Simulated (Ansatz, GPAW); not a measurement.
# 1T-SrBrI 3 layers, AA: work function by functional and basis, part 3 of 3

Wanted: work functions and dipole of 1T-SrBrI 3 layers, AA, with the cost of each level. Where a layer proves gapped, the work function hangs on where the smearing puts the Fermi level, and the band edges take its place.

GPAW 26.7.0 and Ansatz 0.2.0; Ansatz plane waves; layer without images along its normal, relaxation of atoms and in-plane cell, with D3(BJ) dispersion (the session's first sound run).

So far, upper work function (eV): step 3 (plane waves, PBE) 4.04; step 4 (OptPBE vdW: xc = "optPBE-vdW", GPAW, PAW setups, GPAW) 4.10; step 5 (self-consistent run: xc = "RPBE") 3.93; step 6 (self-consistent run: xc = "vdW-DF2", GPAW, PAW setups, GPAW) 5.09; step 7 (real-space grid: mode = "fd", PBE, GPAW) 4.08.

## 8. Cost and result by level

Times are for 1 thread of AMD EPYC 9R14 (Zen 4), shared host. The runs compared:

| no. | run | upper ionisation energy (eV) | time | memory (GiB) |
| --- | --- | --- | --- | --- |
| 1 | pw | 6.010 | 1.7 min | 0.45 |
| 2 | optPBE vdW | 6.151 | 2 min | 0.9 |
| 3 | RPBE | 5.930 | 1.7 min | 0.45 |
| 4 | vdW DF2 | 6.208 | 1.9 min | 0.9 |
| 5 | fd | 6.010 | 7.2 min | 2.0 |

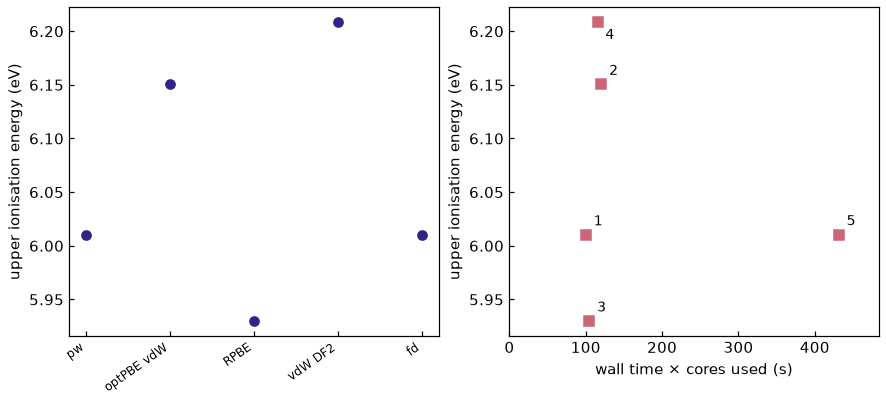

The series as plots; the last panel sets the first result against cost, with the runs numbered as in the table.

## 9. A second plane-wave code

A second program with its own datasets checks the number independently.

This step: Ansatz plane waves; slab in vacuum with a dipole correction (Ansatz 0.2.0).

File input.yaml:

```yaml
crystal:
  lattice:
    - [4.6299454112, 0.0, 0.0]
    - [-2.3149727056, 4.0096503442, 0.0]
    - [0.0, 0.0, 59.5428243263]
  atoms:
    - { symbol: I, position: [0.6666666667, 0.3333333333, 0.1630911634] }
    - { symbol: Sr, position: [0.0, 0.0, 0.1947156466] }
    - { symbol: Br, position: [0.3333333333, 0.6666666667, 0.2199673466] }
    - { symbol: I, position: [0.6666666667, 0.3333333333, 0.2726949625] }
    - { symbol: Sr, position: [0.0, 0.0, 0.3041903093] }
    - { symbol: Br, position: [0.3333333333, 0.6666666667, 0.3293991591] }
    - { symbol: I, position: [0.6666666667, 0.3333333333, 0.3821232103] }
    - { symbol: Sr, position: [0.0, 0.0, 0.4136767587] }
    - { symbol: Br, position: [0.3333333333, 0.6666666667, 0.4391537851] }
kpoints:
  mp_grid: { grid: [9, 9, 1] }
hamiltonian:
  xc: pbe
scf:
  occupations: { method: fermi_dirac, width: 0.05 }
efield:
  axis: 3
  dipole_correction: true
  ramp_width: 0.05
output:
  forces: true
  write_potential: true
  write_density: true
  volumetric_format: npy
  elf: true
```

Started as:

```bash
ansatz run input.yaml --threads 4 --pin off --max-ram 8192MiB --backend cpu --events-out ev --progress --plain --runs-dir out
```

Numbers of over 12 decimals in the logs are rounded to 6 here.

What it wrote:

```text
[...]
Crystal: 9 atoms, lattice volume = 1105.381 Å³
Basis set: ecut = 420 eV, 21721 PW (Γ), exchange–correlation on 64×64×800 points (8 copies of the dense FFT grid, shifted against one another)
Bands: 62, of which v1, the nominal top of the filled ones, is band 51 counted from 1 (50 counted from 0)
Symmetry: 6 space group operations
[...]
k-points: 12 of 81 (time reversal used)
[...]
SCF iter   1: F=—  HF=-41538.177261 eV  |F-HF|=—  |Δ(HF+E_count)|=         —  Δρ=4.22e-4  dr2=1.67e-2  ethr=1.77e-3  p=0.044 e·Å  D=7.15e-3 V/Å  ΔV_dip=-0.43 eV  dr2_dipole=2.53e-3  V_vac-E_F(+/−)=4.49/4.91 eV  ⟨swp⟩=25.9  Hψ=6525  notcnv=0  defer=2
efield: sawtooth ramp at fractional position 0.7761 (placed from the atoms, in the widest stretch of the axis that holds none; the zero of the levels goes with the place), width 0.0500; the density the first Hamiltonian is built on has a dipole p = 0.044 e·Å; the dipole correction subtracts the counter field D = 7.15e-3 V/Å, which shifts the + side's vacuum level by -0.43 eV against the − side's; the planar-averaged density in the ramp window peaks in size at 1.3e-6 e/Å³
[...]
SCF iter   2: F=—  HF=-41538.177059 eV  |F-HF|=—  |Δ(HF+E_count)|=   2.02e-4  Δρ=3.56e-4  dr2=3.63e-3  ethr=1.64e-5  p=0.097 e·Å  D=1.59e-2 V/Å  ΔV_dip=-0.94 eV  dr2_dipole=5.05e-5  V_vac-E_F(+/−)=4.15/5.09 eV  ⟨swp⟩=3.9  Hψ=1724  notcnv=0  defer=58
[...]
SCF iter   7: F=-41538.176809 eV  HF=-41538.176809 eV  |F-HF|=3.15e-8  |Δ(HF+E_count)|=   9.76e-8  Δρ=1.93e-6  dr2=5.27e-8  ethr=9.80e-11  p=0.101 e·Å  D=1.66e-2 V/Å  ΔV_dip=-0.99 eV  dr2_dipole=3.37e-9  V_vac-E_F(+/−)=4.15/5.13 eV  ⟨swp⟩=24.2  Hψ=7805  notcnv=0
SCF 1 converged in 7 iterations: F = -41538.176809 eV  dr2 = 5.27e-8
[...]
WARN: The output density's exchange-correlation potential varies sharply where the density is thin. Do not read a vacuum level from v_tot or v_xc, or from such a field of the output density. On a cell that repeats whose density bears no net charge and no dipole along the vacuum's axis use v_es (v_loc + v_h of the components); under efield.dipole_correction with no amplitude use v_es + v_field, which holds any externa [...]
SCF converged after 7 iterations
Free energy (F): -41538.176809 eV
[...]
Internal energy: -41538.176809 eV  (E = F + TS)
E sigma→0 (E₀):  -41538.176809 eV
Fermi energy:    -1.365133 eV
Dipole field:    D = 0.016546 V/Å  (p = 0.101074 e·Å, saw-weighted, corrected)
Work function:   Φ+ = 4.1473 eV   Φ− = 5.1325 eV
Levels:          The Fermi level and band energies are counted from a zero that moves with the ramp; work functions are not
[...]
--- Forces (eV/Å), atoms counted from 1 ---
  atom   1  I      0.00000000    -0.00000000    -0.07444896
  atom   2  Sr     0.00000000     0.00000000    -0.04562165
  atom   3  Br     0.00000000     0.00000000    -0.01384604
  atom   4  I      0.00000000    -0.00000000     0.01751742
  atom   5  Sr     0.00000000     0.00000000    -0.01112613
  atom   6  Br     0.00000000     0.00000000    -0.00647945
  atom   7  I      0.00000000     0.00000000     0.03076888
  atom   8  Sr     0.00000000     0.00000000     0.03904238
  atom   9  Br     0.00000000     0.00000000     0.06420314
  max |Σ_I F_I| component: 9.60e-6 eV/Å
--- Band table (eV; the first three rows and the last of 12) ---
  k-point 0: bands = [... 47 lower, -3.6033, -3.4726, -3.2308, -3.2308, 0.5408, 1.0763, 1.4251, 1.4251, ... 7 higher]
  k-point 1: bands = [... 47 lower, -3.6488, -3.5675, -3.3454, -3.2780, 0.8017, 1.2213, 1.3167, 1.5606, ... 7 higher]
  k-point 2: bands = [... 47 lower, -3.7701, -3.7533, -3.4707, -3.3883, 0.8696, 1.2019, 1.4858, 1.5853, ... 7 higher]
  k-point 11: bands = [... 47 lower, -4.0204, -4.0123, -3.9734, -3.7324, 1.6184, 1.6431, 1.9572, 1.9952, ... 7 higher]
```

Run time: 20 s. Hardware: 4 threads of AMD EPYC 9R14 (Zen 4), shared host; peak memory 2.1 GiB; 75 s of CPU time.

This step gave:

```yaml
free_energy: -41538.1768 eV
gap_by_band_count: 3.742 eV
gap_on_the_k_mesh: 3.742 eV
upper_work_function: 4.147 eV
lower_work_function: 5.132 eV
dipole_along_the_normal: 0.1011 e·Å
dipole_field: 0.01655 V/Å
vacuum_level_above: 2.782 eV
vacuum_level_below: 3.767 eV
```

The electrostatic potential energy of an electron (with the applied field's), less the Fermi level, planar mean oscillates, so the rows of the table below give means over windows of 5 Å about each position, cut where the curve ends. Its maxima inside the range that stand out by 2 % of the span (Å: eV): 12.4: -3.55, 14.6: 4.15, 18.9: -3.92, 21.1: 3.81, 25.5: -4.11. Its minima: 11.6: -11.2, 13.0: -6.11, 18.2: -11.5, 19.5: -6.47, 24.7: -11.7, 26.1: -6.73.

The electrostatic potential energy of an electron (with the applied field's), less the Fermi level, planar mean by z; means over each step:

| z (Å) | electrostatic potential energy of an electron (with the applied field's), less the Fermi level, planar mean (eV) |
| --- | --- |
| 0 | 5.13 |
| 5 | 5.13 |
| 10 | -1.46 |
| 15 | -0.582 |
| 20 | -2.63 |
| 25 | -3.98 |
| 30 | 4.11 |
| 35 | 4.15 |
| 40 | 4.15 |
| 45 | 4.20 |
| 50 | 5.04 |
| 55 | 5.13 |

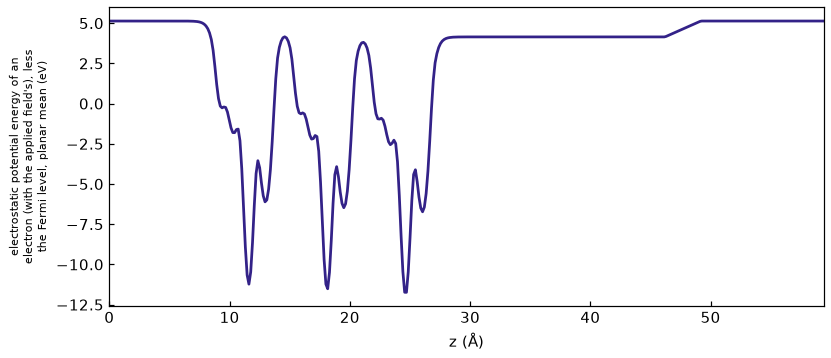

Electrostatic potential energy of an electron (with the applied field's), less the Fermi level, planar mean, plotted against z.

The valence density, planar mean oscillates, so the rows of the table below give means over windows of 5 Å about each position, cut where the curve ends. Its maxima inside the range that stand out by 2 % of the span (Å: e/Å³): 9.7: 0.887, 11.8: 0.371, 16.2: 0.892, 18.3: 0.370, 22.8: 0.891, 24.7: 0.369. Its minima: 10.7: 0.191, 14.6: 0.0327, 17.1: 0.194, 21.1: 0.0327, 23.7: 0.191.

Valence density, planar mean against z; means over each step:

| z (Å) | valence density, planar mean (e/Å³) |
| --- | --- |
| 0 | 0 |
| 5 | 2.1e-4 |
| 10 | 0.296 |
| 15 | 0.267 |
| 20 | 0.222 |
| 25 | 0.312 |
| 30 | 0.00168 |
| 35 | 0 |

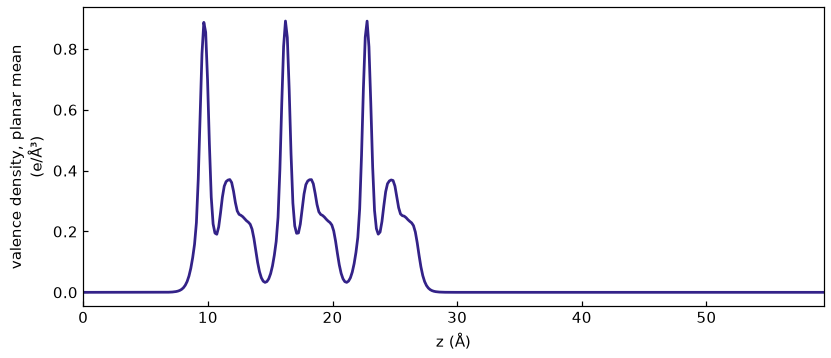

Valence density, planar mean against z.

Force by atom:

| atom | x (eV/Å) | y (eV/Å) | z (eV/Å) | size |
| --- | --- | --- | --- | --- |
| I1 | 0.0000 | 0.0000 | -0.0744 | 0.0744 |
| Sr2 | 0.0000 | 0.0000 | -0.0456 | 0.0456 |
| Br3 | 0.0000 | 0.0000 | -0.0138 | 0.0138 |
| I4 | 0.0000 | 0.0000 | 0.0175 | 0.0175 |
| Sr5 | 0.0000 | 0.0000 | -0.0111 | 0.0111 |
| Br6 | 0.0000 | 0.0000 | -0.0065 | 0.0065 |
| I7 | 0.0000 | 0.0000 | 0.0308 | 0.0308 |
| Sr8 | 0.0000 | 0.0000 | 0.0390 | 0.0390 |
| Br9 | 0.0000 | 0.0000 | 0.0642 | 0.0642 |

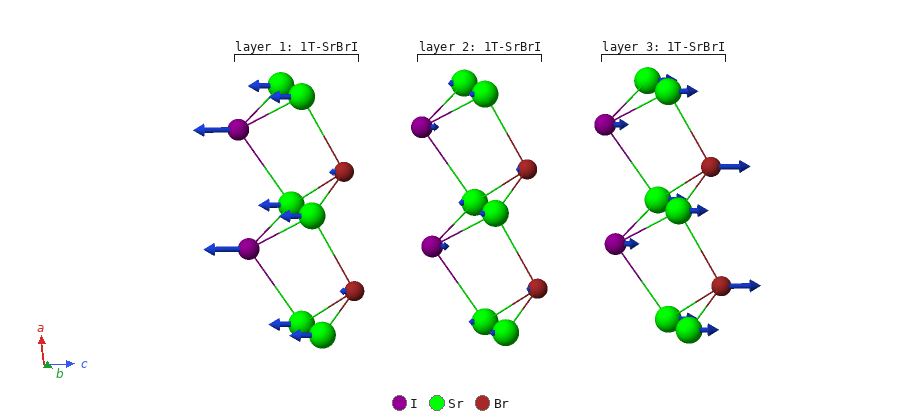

Force as arrows, the longest 0.0744 eV/Å. 2×1×1 cells are drawn. Some periodic images of atoms are drawn too.

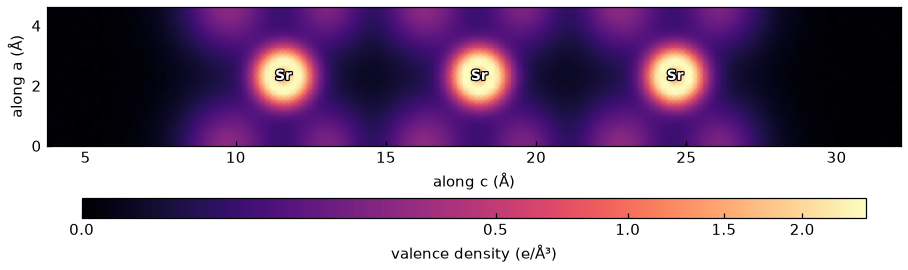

Valence density in the ca plane at fractional y = 0.000, with atoms of Sr within 0.2 Å of it. It is the smooth field of the valence electrons, not physical close to the nuclei. The map starts off the cell's origin, so that atoms lie inside it. The colour scale is stretched toward low values. The far vacuum is left out of the map.

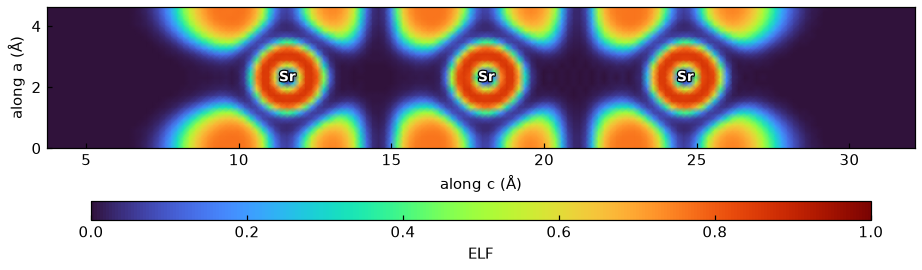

ELF in the ca plane at fractional y = 0.000, with atoms of Sr within 0.2 Å of it. It is the smooth field of the valence electrons, not physical close to the nuclei. The map starts off the cell's origin, so that atoms lie inside it. The far vacuum is left out of the map.

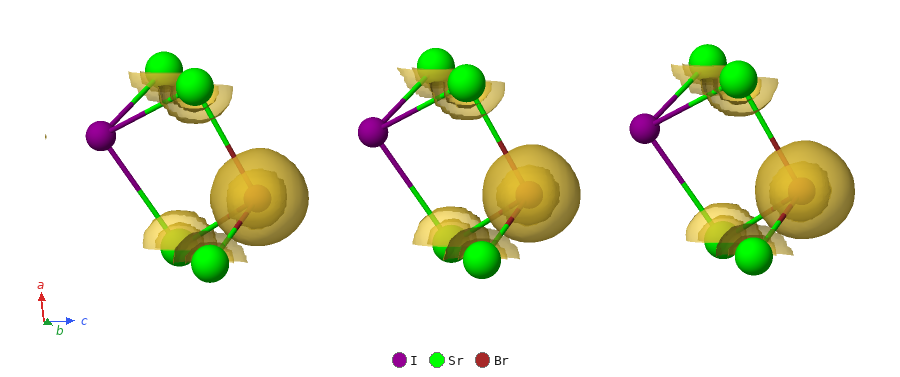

Surface of ELF = 0.82.

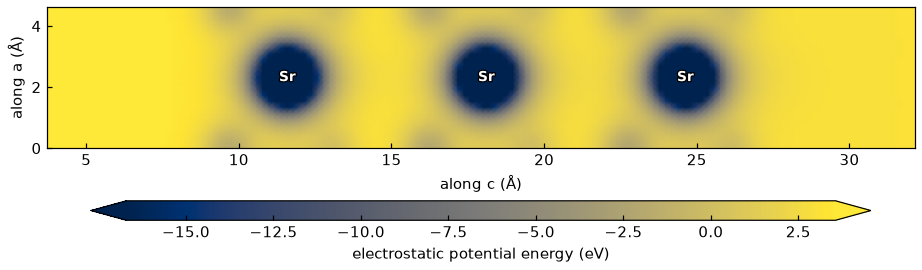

Electrostatic potential energy in the ca plane at fractional y = 0.000, with atoms of Sr within 0.2 Å of it. With pseudopotentials it is smooth inside the atoms' cores, unlike the true potential. The map starts off the cell's origin, so that atoms lie inside it. The far vacuum is left out of the map.

In a gap the Fermi level hangs on smearing and numerics, so the band edges are what compares: from the upper vacuum level Ansatz gives an ionisation energy of 6.01 eV and an affinity of 2.27 eV, GPAW 6.01 and 2.26 eV.

## 10. Side by side

Results and costs are gathered.

This step: comparison of work functions, dipole and cost (GPAW 26.7.0).

Ladder, by row:

| step | code | work function, upper (eV) | work function, lower (eV) | dipole (e Å) | wall time (s) | peak memory (GiB) | threads |
| --- | --- | --- | --- | --- | --- | --- | --- |
| pw | GPAW | 4.044 | 5.04 | 0.1027 | 100.4 | 0.45 | 1 |
| optPBE-vdW | GPAW | 4.104 | 5.145 | 0.1072 | 120.5 | 0.9 | 1 |
| RPBE | GPAW | 3.928 | 4.951 | 0.1054 | 104.8 | 0.45 | 1 |
| vdW-DF2 | GPAW | 5.093 | 6.161 | 0.11 | 115.7 | 0.9 | 1 |
| fd | GPAW | 4.077 | 5.073 | 0.1022 | 431.7 | 1.98 | 1 |
| ansatz | Ansatz | 4.147 | 5.132 | 0.1011 | 19.54 | 2.105 | 4 |

## 11. Outcome

* work function, upper and lower face (Fermi level placed in the gap by the smearing): 4.044 and 5.040 eV
* ionisation energy from the upper face (highest filled level on the mesh): 6.01 eV
* electron affinity from the upper face (lowest empty Kohn-Sham level on the mesh): 2.26 eV
* dipole along the normal: 0.103 e Å

**Reading.** With plane waves and PBE the ionisation energy from the upper face is 6.01 eV and the Kohn-Sham electron affinity 2.26 eV. The two faces differ by 1.00 eV, the step that the slab's dipole makes (e p/(ε0 A) gives 1.0 eV), so the dipole layer is needed. The levels nearest the Fermi level on the mesh lie 3.75 eV apart, so the slab is gapped there: the smearing puts the Fermi level inside the gap, and from either face the ionisation energy is the work function plus 2.0 eV. Both are Kohn-Sham levels on the mesh, and semilocal gaps are too small, so the affinity tends to come out too large and the ionisation energy too small. Work functions of a gapped slab move with the place of the Fermi level in the gap; over the runs without a planted fault the highest filled level on the mesh lies 5.93 (RPBE) to 6.21 eV (vdW-DF2) under the upper vacuum level. The starting lattice was a guess from atomic radii; the relaxation moved it by 5 %. The layers' spacing was relaxed with a D3(BJ) dispersion term, which the later single points do not need. With elements this heavy, spin-orbit coupling can move band edges by tenths of an eV. The layer's cell and atoms come from the relaxation; spin-orbit coupling and temperature are left out.

[Logs are printed without paths, hosts, clocks, repeated set-up lines and the standing remarks that a program may print on its own settings, such as how far it seeks lower states.]

[Hosts, paths, dates, database ids (printed as entryN), source tags and the programs' standing remarks are cut or masked in the printed files.]
